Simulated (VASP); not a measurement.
Band structure of Os (hcp). These are r2SCAN meta-GGA, VASP's PBE PAW potentials (set 64) (plane waves; VASP) values and carry that method's errors.

Unless said otherwise, spin-orbit coupling is left out, though it shifts the bands of the heavy elements here.

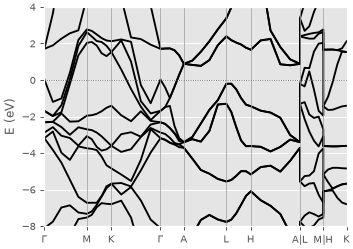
Figure. Bands along high-symmetry lines, zero at the valence-band maximum or, without a gap, the Fermi level

Problem. Read the plot: is there a gap, and where are the band edges?

Solution. It has no gap at this level: it comes out as a metal or semimetal.

The compound is Os in the hcp structure. It was relaxed first.
